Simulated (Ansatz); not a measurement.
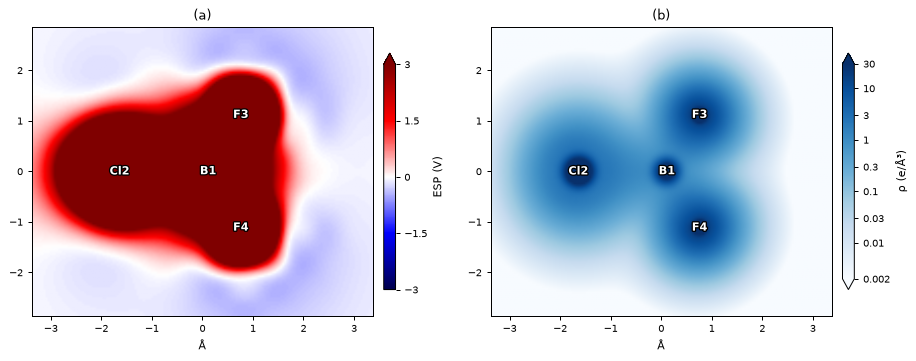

The picture shows: BClF₂. (a) molecular electrostatic potential; (b) electron density on the molecular plane.

These are results of RHF/def2-TZVP (Ansatz 0.2.0), not measurements.

**Interpret the plot.**

- The section cuts through B, Cl and F sites.
- B–F (1.29 Å): the density is about 2.5 e/Å³ at the midpoint.
- B–Cl (1.75 Å): the density is about 1.4 e/Å³ at the midpoint.
- Outside the dense part of the molecule the potential is most negative (−0.5 V) near F3 and F4.
